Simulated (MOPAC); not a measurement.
# Run report: TaN3H6O, frequency calculation (part 2 of 3)

TaN3H6O, SMILES [NH2][Ta]([NH2])([NH2])=[O]; PM6, closed shell (MOPAC 23.2.5). The geometry was optimised with PM6.

Geometry of the input (Å):
```
N  -1.0522  1.5916  0.1687
Ta 0.3627  0.1711  0.1402
N  -0.1050  -1.3428  1.3692
N  0.6914  -0.4864  -1.7253
O  1.7795  0.8554  0.6945
H  -0.8694  2.4953  0.5888
H  -1.9581  1.2801  0.5151
H  -0.4342  -2.1837  0.8978
H  0.5405  -1.6414  2.0908
H  -0.0651  -0.2954  -2.3803
H  1.5584  -0.2732  -2.2042
```

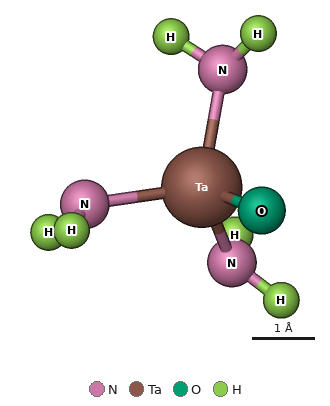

The structure as given in the input (ball-and-stick view, seen at a tilt). Sticks mark near contacts.

Log, continued
```
           1   -0.0726    0.0303   -0.0152   -0.0051    0.0240   -0.0004    0.0007    0.0006
           2    0.0113    0.0014    0.0075    0.0028   -0.0107    0.0097   -0.0198   -0.0132
           3    0.0251    0.0159   -0.0071   -0.0031    0.0095    0.0083   -0.0168   -0.0112
           4    0.0030    0.0098    0.0000   -0.0002   -0.0001   -0.0001    0.0000    0.0000
           5   -0.0044   -0.0143   -0.0000    0.0001   -0.0002   -0.0000   -0.0001   -0.0001
           6   -0.0083   -0.0272   -0.0001   -0.0001    0.0001   -0.0000    0.0000   -0.0001
           7    0.0129   -0.0225    0.0149   -0.0217    0.0058    0.0022   -0.0000    0.0015
           8    0.0729   -0.0238    0.0105   -0.0168    0.0059   -0.0017   -0.0000   -0.0012
           9    0.0234    0.0102    0.0022   -0.0033    0.0012   -0.0258    0.0002   -0.0172
          10    0.0157   -0.0123   -0.0015   -0.0008   -0.0014   -0.0092   -0.0180    0.0121
          11   -0.0199    0.0289   -0.0154   -0.0168   -0.0163    0.0048    0.0093   -0.0063
          12    0.0733   -0.0138    0.0099    0.0127    0.0108    0.0080    0.0158   -0.0107
          13    0.0007   -0.1128   -0.0005   -0.0001   -0.0005    0.0000   -0.0000   -0.0000
          14   -0.0010    0.1647    0.0007    0.0004   -0.0001    0.0000   -0.0000    0.0000
          15   -0.0019    0.3123    0.0013   -0.0002   -0.0001   -0.0000   -0.0000    0.0000
          16    0.0689    0.1022    0.0967    0.0364   -0.1474   -0.0537    0.1093    0.0728
          17    0.0144    0.0121   -0.1215   -0.0476    0.1815   -0.0258    0.0524    0.0348
          18   -0.0732   -0.0392   -0.0148   -0.0047    0.0243   -0.0747    0.1519    0.1012
          19   -0.1454    0.0111    0.1099    0.0433   -0.1642    0.0633   -0.1287   -0.0859
          20   -0.0136    0.0142    0.0116    0.0044   -0.0186   -0.1144    0.2323    0.1551
          21   -0.0344   -0.0518    0.1135    0.0440   -0.1693   -0.0434    0.0880    0.0590
          22    0.0719    0.0432   -0.1209    0.1803   -0.0493    0.1011   -0.0009    0.0670
          23    0.1281   -0.0286   -0.0710    0.1069   -0.0290    0.0991   -0.0009    0.0659
          24   -0.0307   -0.0174    0.0737   -0.1109    0.0310    0.2418   -0.0022    0.1608
          25    0.0391   -0.0004   -0.0875    0.1306   -0.0352   -0.1289    0.0012   -0.0856
          26   -0.0891   -0.1094   -0.0699    0.1067   -0.0318   -0.0674    0.0007   -0.0447
          27   -0.0294   -0.0120   -0.1086    0.1635   -0.0457    0.1292   -0.0012    0.0856
          28    0.0652   -0.0173   -0.0505   -0.0569   -0.0552    0.0861    0.1686   -0.1137
          29   -0.1023   -0.0396    0.1492    0.1648    0.1613    0.0214    0.0419   -0.0281
          30    0.0884   -0.0334   -0.0170   -0.0185   -0.0188   -0.1103   -0.2159    0.1456
          31   -0.0383   -0.0482    0.0784    0.0855    0.0849    0.0447    0.0874   -0.0587
          32   -0.0271    0.0191    0.0635    0.0698    0.0687   -0.0872   -0.1705    0.1148
          33   -0.0902   -0.0970   -0.1190   -0.1355   -0.1292   -0.0087   -0.0171    0.0114

   Root No.      25        26        27

                 9 E       9 E       9 A

                2843.0    2843.0    2845.0

           1    0.0073    0.0130   -0.0094
           2   -0.0023   -0.0041    0.0029
           3    0.0054    0.0094   -0.0066
           4    0.0002    0.0002   -0.0000
           5    0.0002   -0.0002    0.0000
           6   -0.0000    0.0002    0.0001
           7    0.0148   -0.0007    0.0100
           8    0.0089   -0.0004    0.0062
           9   -0.0020    0.0001   -0.0013
          10   -0.0004    0.0009    0.0007
          11    0.0075   -0.0163   -0.0110
          12   -0.0029    0.0062    0.0043
          13   -0.0000   -0.0001    0.0001
          14   -0.0001    0.0000   -0.0002
          15    0.0000   -0.0000   -0.0004
          16   -0.0764   -0.1343    0.0944
          17   -0.0545   -0.0961    0.0678
          18   -0.1201   -0.2113    0.1484
          19   -0.0425   -0.0739    0.0516
          20    0.0895    0.1576   -0.1103
          21    0.0425    0.0749   -0.0530
          22   -0.0549    0.0030   -0.0359
          23   -0.0626    0.0036   -0.0414
          24   -0.1816    0.0092   -0.1210
          25   -0.1693    0.0087   -0.1126
          26   -0.0863    0.0044   -0.0576
          27    0.2093   -0.0106    0.1397
          28   -0.0585    0.1265    0.0843
          29   -0.0043    0.0100    0.0059
          30    0.0708   -0.1543   -0.1025
          31    0.0671   -0.1454   -0.0973
          32   -0.1095    0.2377    0.1584
          33   -0.0216    0.0469    0.0313

           MASS-WEIGHTED COORDINATE ANALYSIS (NORMAL COORDINATES)

   Root No.       1         2         3         4         5         6         7         8

                 1 E       1 E       1 A       2 E       2 E       2 A       3 E       3 E

                 121.1     121.1     141.6     200.9     200.9     243.1     258.4     258.4

           1   -0.0761   -0.0937    0.0718   -0.0091    0.0451    0.0222   -0.1439    0.0031
           2    0.4068   -0.2331    0.1734    0.1722   -0.2796    0.1277    0.0122   -0.0125
           3   -0.3016    0.1139    0.3514    0.2805   -0.0028    0.1685    0.1725    0.0763
           4   -0.1307   -0.2579    0.1076   -0.0507    0.0449    0.0302   -0.0716   -0.1347
           5   -0.2590    0.0829   -0.1570   -0.0493   -0.0404   -0.0441   -0.1357    0.0464
           6    0.0894   -0.1370   -0.2975    0.0077    0.0376   -0.0836    0.0457   -0.0731
           7   -0.0840    0.4987   -0.2050   -0.0789    0.1862   -0.0705    0.0947   -0.0312
           8   -0.0954   -0.1725    0.0024   -0.0163   -0.0564    0.0035   -0.1109    0.1474
           9    0.0283    0.2072    0.3415   -0.3515   -0.1442    0.2005   -0.0822    0.0767
          10    0.3936    0.1791   -0.1875   -0.1330   -0.2585   -0.1271   -0.0111   -0.0404
          11    0.2657    0.2762    0.2924   -0.1637    0.1269    0.1247    0.0262   -0.0891
          12    0.0532   -0.0416    0.1946   -0.0048    0.2475    0.1160   -0.0739   -0.2019
          13    0.0778    0.2127    0.0339    0.4119   -0.1200    0.0215    0.3022    0.4580
          14    0.2092   -0.0407   -0.0495    0.1730    0.3644   -0.0314    0.4703   -0.2123
          15   -0.0822    0.0984   -0.0939    0.0576   -0.2357   -0.0595   -0.1389    0.2776
          16    0.0064   -0.0471   -0.1016   -0.1111   -0.0091   -0.0252    0.0130   -0.1823
          17    0.3299   -0.1852    0.1561    0.0127    0.2185   -0.3015   -0.1495    0.2760
          18   -0.1789    0.0909    0.1349    0.1604   -0.0933    0.1878    0.0656    0.0454
          19    0.0802   -0.1095    0.0868    0.1099   -0.0471    0.0592    0.0232    0.1263
          20    0.1202   -0.0975    0.0206    0.1270   -0.2481    0.2021    0.1418   -0.0582
          21    0.0327    0.0000    0.2611    0.0235    0.3899   -0.3347   -0.2422    0.3672
          22    0.0057    0.0139   -0.2214   -0.3629    0.1990    0.3427    0.1845    0.3983
          23   -0.0610   -0.1385   -0.0074    0.2431   -0.0002   -0.1961    0.0584   -0.1080
          24    0.0109    0.1421    0.1644   -0.0458   -0.1100   -0.0221   -0.1281   -0.0966
          25   -0.0243    0.3429    0.0150    0.2030   -0.0287   -0.2943   -0.0857   -0.2040
          26   -0.0309   -0.1639    0.1032   -0.1296   -0.0970    0.1408   -0.1292   -0.0309
          27    0.0023    0.1991    0.2050    0.0601   -0.1514   -0.1429   -0.1764   -0.2015
          28    0.1836    0.0569   -0.0505   -0.1361   -0.2612   -0.2099    0.0779    0.1174
          29   -0.0551   -0.0198    0.2570   -0.3267   -0.1292   -0.2863    0.4386   -0.0032
          30    0.0516   -0.0212    0.0867   -0.1413   -0.1202   -0.1743    0.1364    0.0509
          31    0.3193    0.1736   -0.1088    0.1596    0.1248    0.2903   -0.2333   -0.0208
          32    0.1819    0.1392    0.0260    0.0737    0.1250    0.2032   -0.1450   -0.0217
          33    0.0318   -0.0096    0.2008   -0.1068    0.1461    0.0355    0.2237   -0.1089

   Root No.       9        10        11        12        13        14        15        16

                 3 A       4 E       4 E       4 A       5 E       5 E       6 E       6 E

                 420.2     443.7     443.7     508.9     551.5     551.5     598.3     598.3

           1    0.1514    0.2857    0.4390   -0.2603    0.1714   -0.0591    0.3891    0.2490
           2    0.1983    0.1798   -0.0110   -0.0221   -0.2426    0.0366   -0.0504    0.2412
           3   -0.0677   -0.1584   -0.0842   -0.1846   -0.0368   -0.2675    0.1002    0.0379
           4    0.0045   -0.0966   -0.1022    0.0169   -0.1091    0.0590   -0.2606   -0.1497
           5   -0.0066    0.0805   -0.1049   -0.0246   -0.0711   -0.0925    0.1001   -0.2643
           6   -0.0124   -0.0774    0.0184   -0.0467   -0.0019    0.0702   -0.1471    0.0854
           7    0.1019   -0.1430   -0.0486    0.2244    0.2942    0.0166    0.1289    0.2075
           8   -0.2017   -0.1991    0.5194    0.1923    0.0329    0.1211   -0.0725    0.4145
           9    0.1255   -0.0785   -0.0228   -0.1224    0.0058    0.2518    0.1835   -0.1232
          10   -0.2396    0.2638   -0.1606    0.1145   -0.0712    0.1487    0.3192    0.0765
          11   -0.0165   -0.1334   -0.0968   -0.2850    0.1700    0.2244   -0.2472    0.2012
          12   -0.0957    0.4645   -0.0272    0.0896    0.1945   -0.1475    0.2142   -0.1742
          13   -0.0030    0.0742   -0.1213   -0.0535   -0.0393   -0.1303    0.0557    0.1212
          14    0.0043    0.1238    0.0509    0.0781    0.1150   -0.0560   -0.1042    0.0698
          15    0.0082   -0.0385   -0.0707    0.1479   -0.0749   -0.0175    0.0751    0.0070
          16    0.0042   -0.2068   -0.0211   -0.4020   -0.1192   -0.3806    0.2706    0.2126
          17   -0.2393   -0.2438   -0.1193   -0.0591    0.0850   -0.1070    0.1055   -0.1074
          18    0.1171    0.2628    0.1120    0.2110    0.0449    0.2349   -0.1451   -0.0316
          19   -0.3543   -0.1340    0.1790    0.0488    0.4238    0.1029    0.1421   -0.2858
          20   -0.2288   -0.1430    0.0477    0.0046    0.1911    0.0244    0.0496   -0.1591
          21    0.1325    0.1589   -0.0429    0.0878   -0.1002    0.0587   -0.0529    0.0778
          22   -0.0946    0.0690    0.1325   -0.0828   -0.0726    0.0133   -0.0429    0.0068
          23    0.4165   -0.2647   -0.0797   -0.0203    0.1598    0.4435    0.3581   -0.0239
          24   -0.1141    0.0273    0.0170    0.0534   -0.0045   -0.1143   -0.0813    0.0342
          25   -0.2176    0.0055    0.2925   -0.0485   -0.1130    0.0039   -0.1291   -0.0057
          26    0.0797   -0.0934   -0.3165    0.4498    0.3333   -0.3163   -0.0024    0.3675
          27   -0.1314   -0.0041    0.0635    0.0703   -0.0095   -0.1048   -0.0948    0.0488
          28    0.3412    0.0037    0.2118   -0.0219    0.2174   -0.2569   -0.1691   -0.2103
          29   -0.0305   -0.0874    0.0532    0.0972   -0.1353    0.0391    0.0361    0.0451
          30    0.2794    0.0529    0.2040    0.0133    0.1965   -0.2628   -0.1253   -0.2161
          31    0.2216   -0.2540    0.2020    0.2002   -0.1874   -0.1500    0.0777   -0.1815
          32    0.1476   -0.1704    0.0837   -0.0254    0.0083   -0.0449   -0.0940   -0.0528
          33   -0.0084   -0.1555    0.1815    0.4109   -0.4122   -0.0735    0.3143   -0.1174

   Root No.      17        18        19        20        21        22        23        24

                 5 A       6 A       7 A       7 E       7 E       8 E       8 E       8 A

                 628.3    1024.7    1551.1    1555.7    1555.7    2800.9    2800.9    2800.9

           1   -0.4465    0.0719   -0.1405   -0.0429    0.2023   -0.0034    0.0055    0.0053
           2    0.0694    0.0034    0.0693    0.0238   -0.0904    0.0838   -0.1480   -0.1203
           3    0.1541    0.0378   -0.0661   -0.0261    0.0799    0.0711   -0.1255   -0.1020
           4    0.0665    0.0839    0.0011   -0.0060   -0.0036   -0.0018    0.0006    0.0014
           5   -0.0971   -0.1224   -0.0017    0.0025   -0.0061   -0.0008   -0.0016   -0.0021
           6   -0.1840   -0.2320   -0.0031   -0.0035    0.0019   -0.0002    0.0010   -0.0040
           7    0.0792   -0.0534    0.1380   -0.1817    0.0494    0.0193   -0.0002    0.0133
           8    0.4482   -0.0565    0.0972   -0.1406    0.0495   -0.0145   -0.0001   -0.0108
           9    0.1442    0.0242    0.0199   -0.0280    0.0105   -0.2221    0.0017   -0.1564
          10    0.0966   -0.0293   -0.0139   -0.0064   -0.0114   -0.0791   -0.1346    0.1104
          11   -0.1222    0.0687   -0.1426   -0.1408   -0.1378    0.0410    0.0698   -0.0570
          12    0.4512   -0.0328    0.0915    0.1064    0.0908    0.0691    0.1183   -0.0976
          13    0.0043   -0.2865   -0.0047   -0.0005   -0.0043    0.0000   -0.0004   -0.0002
          14   -0.0064    0.4183    0.0070    0.0039   -0.0011    0.0004   -0.0000    0.0003
          15   -0.0124    0.7930    0.0132   -0.0022   -0.0010   -0.0002   -0.0001    0.0005
          16    0.1138    0.0651    0.2400    0.0818   -0.3337   -0.1237    0.2193    0.1781
          17    0.0238    0.0077   -0.3014   -0.1070    0.4110   -0.0594    0.1051    0.0851
          18   -0.1208   -0.0250   -0.0366   -0.0105    0.0551   -0.1723    0.3047    0.2475
          19   -0.2400    0.0070    0.2727    0.0973   -0.3719    0.1459   -0.2581   -0.2101
          20   -0.0224    0.0090    0.0288    0.0098   -0.0421   -0.2636    0.4660    0.3793
          21   -0.0568   -0.0330    0.2817    0.0989   -0.3835   -0.0999    0.1767    0.1443
          22    0.1186    0.0275   -0.3001    0.4057   -0.1118    0.2330   -0.0019    0.1640
          23    0.2114   -0.0182   -0.1762    0.2405   -0.0658    0.2283   -0.0019    0.1612
          24   -0.0507   -0.0111    0.1828   -0.2495    0.0702    0.5573   -0.0043    0.3933
          25    0.0645   -0.0003   -0.2171    0.2939   -0.0798   -0.2972    0.0024   -0.2094
          26   -0.1470   -0.0697   -0.1734    0.2401   -0.0721   -0.1553    0.0015   -0.1094
          27   -0.0486   -0.0077   -0.2695    0.3678   -0.1036    0.2977   -0.0024    0.2093
          28    0.1076   -0.0111   -0.1252   -0.1280   -0.1250    0.1984    0.3384   -0.2780
          29   -0.1688   -0.0252    0.3702    0.3709    0.3652    0.0494    0.0841   -0.0688
          30    0.1459   -0.0213   -0.0423   -0.0415   -0.0426   -0.2542   -0.4332    0.3562
          31   -0.0633   -0.0307    0.1945    0.1925    0.1923    0.1030    0.1754   -0.1437
          32   -0.0448    0.0122    0.1575    0.1571    0.1556   -0.2010   -0.3422    0.2808
          33   -0.1488   -0.0618   -0.2953   -0.3051   -0.2925   -0.0200   -0.0344    0.0279

   Root No.      25        26        27

                 9 E       9 E       9 A

                2843.0    2843.0    2845.0

           1    0.0633    0.1000   -0.0859
           2   -0.0200   -0.0315    0.0266
           3    0.0464    0.0721   -0.0607
           4    0.0056    0.0052   -0.0009
           5    0.0056   -0.0044    0.0013
           6   -0.0010    0.0042    0.0025
           7    0.1282   -0.0058    0.0917
           8    0.0771   -0.0029    0.0566
           9   -0.0176    0.0011   -0.0123
          10   -0.0037    0.0070    0.0062
          11    0.0648   -0.1249   -0.1006
          12   -0.0253    0.0474    0.0398
          13   -0.0001   -0.0007    0.0014
          14   -0.0007    0.0000   -0.0020
          15    0.0003   -0.0003   -0.0037
          16   -0.1769   -0.2765    0.2321
          17   -0.1263   -0.1978    0.1668
          18   -0.2782   -0.4350    0.3649
          19   -0.0984   -0.1522    0.1269
          20    0.2074    0.3243   -0.2714
          21    0.0984    0.1541   -0.1304
          22   -0.1272    0.0062   -0.0883
          23   -0.1449    0.0074   -0.1019
          24   -0.4205    0.0190   -0.2976
          25   -0.3920    0.0179   -0.2769
          26   -0.1998    0.0091   -0.1417
          27    0.4847   -0.0218    0.3436
          28   -0.1354    0.2605    0.2073
          29   -0.0100    0.0206    0.0144
          30    0.1640   -0.3176   -0.2521
          31    0.1553   -0.2993   -0.2392
          32   -0.2537    0.4894    0.3895
          33   -0.0501    0.0965    0.0770

          DESCRIPTION OF VIBRATIONS

 VIBRATION          2    1E           ATOM PAIR      ENERGY CONTRIBUTION    RADIAL
 FREQUENCY           121.08         Ta 2 -- N  3         +21.0% (251.5%)      0.2%
 TRANSITION DIPOLE   0.6521         N  3 -- H  8         +20.3% (247.2%)     20.7%
 TRAVEL (Ang.)       0.4092         N  3 -- H  9         +17.8% (231.5%)     35.2%
 REDUCED MASS        3.3265         Ta 2 -- N  4         +10.4% (177.0%)      7.0%
 EFFECTIVE MASS    140.2992
 FORCE CONSTANT      0.0287

 VIBRATION          3    1A           ATOM PAIR      ENERGY CONTRIBUTION    RADIAL
 FREQUENCY           141.57         N  1 -- H  7         +12.3% (259.8%)     85.7%
 TRANSITION DIPOLE   0.7221         N  3 -- H  8         +12.3% (259.8%)     85.7%
 TRAVEL (Ang.)       0.3494         N  4 -- H 10         +12.3% (259.7%)     85.7%
 REDUCED MASS        3.9017         N  1 -- Ta 2         +10.8% (243.7%)      0.2%
 EFFECTIVE MASS    207.4857         Ta 2 -- N  3         +10.8% (243.7%)      0.2%
 FORCE CONSTANT      0.0461         Ta 2 -- N  4         +10.8% (243.6%)      0.2%
                            N  1 -- H  6         +10.1% (235.2%)     93.2%
                            N  3 -- H  9         +10.1% (235.1%)     93.2%
                            N  4 -- H 11         +10.1% (235.1%)     93.2%

 VIBRATION          5    2E           ATOM PAIR      ENERGY CONTRIBUTION    RADIAL
 FREQUENCY           200.89         Ta 2 -- N  4         +17.8% (154.0%)      0.8%
 TRANSITION DIPOLE   0.0974         N  1 -- H  6         +17.5% (152.6%)      0.9%
 TRAVEL (Ang.)       0.5382         N  4 -- H 11         +11.8% (125.6%)     23.9%
 REDUCED MASS        1.1588         N  3 -- H  8         +11.2% (121.9%)     59.8%
 EFFECTIVE MASS     42.0029         N  3 -- H  9         +10.5% (118.5%)     44.7%
 FORCE CONSTANT      0.0276

 VIBRATION          6    2A           ATOM PAIR      ENERGY CONTRIBUTION    RADIAL
 FREQUENCY           243.09         N  4 -- H 10         +14.4% (107.6%)      4.4%
 TRANSITION DIPOLE   0.6601         N  3 -- H  8         +14.4% (107.6%)      4.4%
 TRAVEL (Ang.)       0.0000         N  1 -- H  7         +14.4% (107.6%)      4.5%
 REDUCED MASS        0.2264         N  4 -- H 11         +12.2% ( 99.1%)      9.9%
 EFFECTIVE MASS     15.3281         N  3 -- H  9         +12.2% ( 99.1%)     10.0%
 FORCE CONSTANT      0.0079         N  1 -- H  6         +12.2% ( 99.1%)      9.9%

 VIBRATION          8    3E           ATOM PAIR      ENERGY CONTRIBUTION    RADIAL
 FREQUENCY           258.39         N  1 -- H  6         +24.9% (146.8%)      1.0%
 TRANSITION DIPOLE   0.3275         N  1 -- H  7         +23.9% (143.7%)      0.0%
 TRAVEL (Ang.)       0.3608         N  3 -- H  9         +18.7% (127.3%)      0.7%
 REDUCED MASS        2.0046         N  3 -- H  8         +17.5% (123.0%)      2.0%
 EFFECTIVE MASS     13.7824
 FORCE CONSTANT      0.0789
```
